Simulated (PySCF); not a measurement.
C₇H₁₁O (SMILES CC1=CCCC[C]1O) (doublet)

```xyz
19

C     2.3213   -0.3795    0.8024
C     0.8736   -0.2274    0.4295
C    -0.0592   -1.1687    0.7954
C    -1.4958   -1.0554    0.4062
C    -1.6454   -0.2229   -0.8653
C    -0.9341    1.1180   -0.6917
C     0.4901    0.8920   -0.2964
O     1.4326    1.8266   -0.6391
H     2.4754   -1.2855    1.3818
H     2.6504    0.4786    1.3858
H     2.9367   -0.4211   -0.0947
H     0.2377   -2.0161    1.3911
H    -1.9215   -2.0505    0.2546
H    -2.0665   -0.5823    1.2164
H    -1.1895   -0.7615   -1.6985
H    -2.7002   -0.0632   -1.0963
H    -1.4515    1.7019    0.0819
H    -0.9816    1.6944   -1.6228
H     1.0178    2.5319   -1.1479
```

Geometry: GFN2-xTB.

The calculation used UKS B3LYP, pcH-1 on C H O, non-relativistic, mean-field spin-orbit, GIAO in PySCF 2.14.0, density-fitted response routines.

> What can the converged electron density, electron localisation function and spin density tell about the bonding?

C–O (1.37 Å): ρ is about 2.2 e/Å³ halfway, with its minimum of 1.9 e/Å³ about 0.5 Å from C; the ELF peaks at about 0.90 between the atoms (a shared but strongly polarised pair).
C–C (1.37 Å): ρ at the midpoint is about 2.1 e/Å³; the ELF peaks at about 0.95 between the atoms; localised, covalent bonding.
O–H (0.96 Å): ρ is about 3.7 e/Å³ halfway; the ELF climbs to about 1 towards the hydrogen, as it does in any bond to H; a covalent bond by its length.
C–C (1.49 Å): ρ at the midpoint is about 1.7 e/Å³; the ELF peaks at about 0.95 between the atoms: a shared electron pair.
The unpaired spin (1 electron) lies mostly on C3 (about 0.4), C7 (about 0.4) and O8 (about 0.1), in electrons by Hirshfeld's partition.

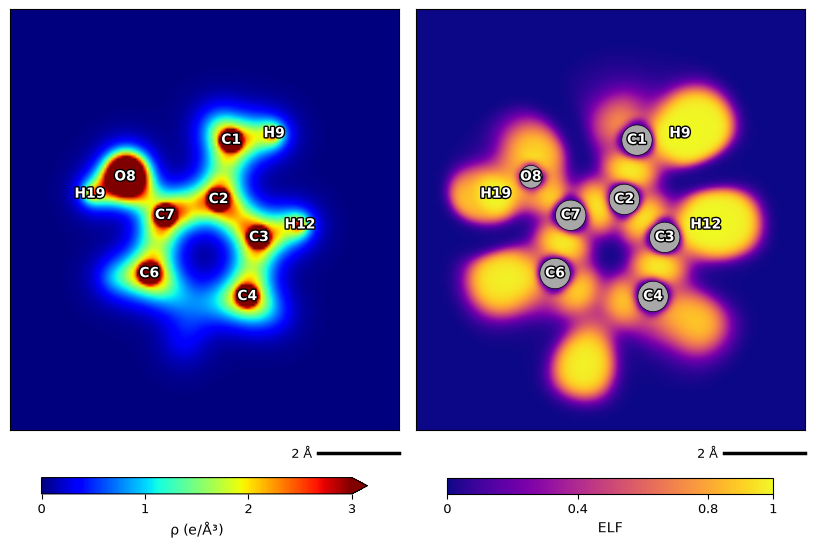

Computed electron density and electron localisation function on the plane of atoms C2, C1 and H9, in this order. Grey discs cover the atomic cores in the ELF map. 
